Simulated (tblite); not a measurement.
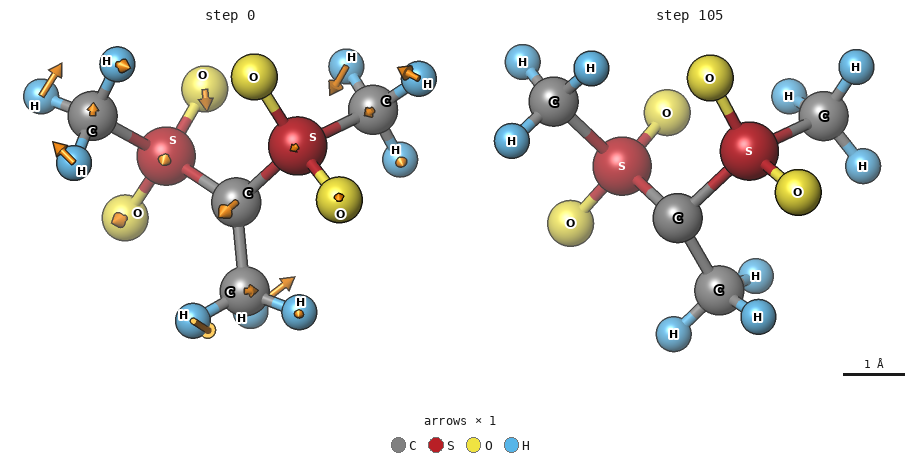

The structure of C4H9O4S2 (charge −1) before (left) and after (right) a relaxation, at one scale. The orange arrows give the displacements, at their true length.

The picture is a ball-and-stick view, seen face on.

The calculation used GFN2-xTB geometry optimisation, gas phase in tblite 0.8.0. 

### Summarise the run.

Over 105 geometry steps the energy falls by 13.5 kcal/mol. The largest moves after the best rigid fit, 0.95 Å, are those of H atoms. Largest moves by element: H 0.95 Å, C 0.58 Å, O 0.39 Å, S 0.28 Å. Some distances before and after: C–S 1.771 → 1.849 Å, C–S 1.780 → 1.826 Å, C–S 1.699 → 1.734 Å, C–S 1.721 → 1.752 Å. Among the angles between lasting bonds that change: S–C–S 120.1° → 106.7°, C–C–S 121.6° → 109.6°, C–S–C 104.2° → 114.8°. Groups turn about C–S by about 20°. Cost: 0.79 s on 1 thread of Arm Neoverse V2 (shared host).
